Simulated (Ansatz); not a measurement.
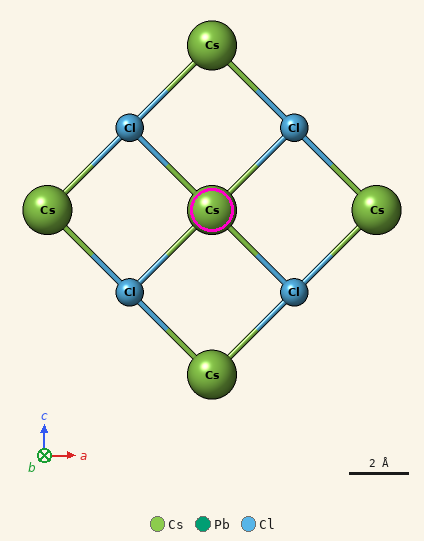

Perfect CsPbCl3. The picture is a ball-and-stick view of the atoms within 6.0 Å of one point, in a slice 5.0 Å thick across the line of sight, seen along the b axis.

Computed with DFT, PBEsol, PAW, plane waves (Ansatz 0.2.0). Settings: plane-wave cutoff 420 eV; k-point mesh 1 × 1 × 1; mesh shifted by (0.25, 0.25, 0.25); no spin polarisation. Fermi-Dirac smearing of 0.01 eV. A uniform background neutralises the charged cell. The axes drawn are those of the host's conventional cell.

A caesium atom is taken out (a vacancy) at the ringed place, in charge state +1. The supercell has 40 sites, and the atoms are relaxed at the host's cell.

Predict the relaxed surroundings of the defect.

Around the empty Cs site the host had 12 Cl at 3.97 Å; after relaxation the nearest atoms are . Of the host's atoms, a chlorine atom moves furthest from its site, by 0.26 Å.

The relaxed defect, seen from the same direction:

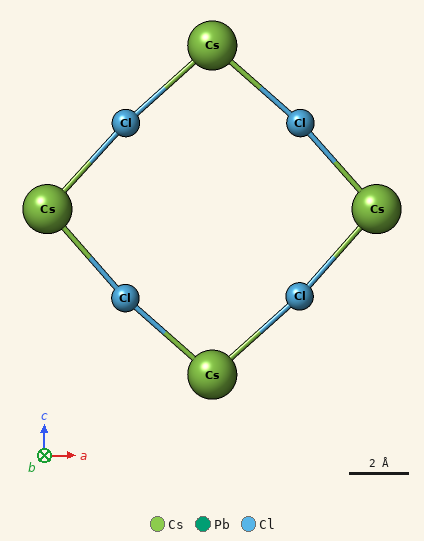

Limits of the set-up: the cell is charged, on a uniform background, and energies carry no finite-size correction.
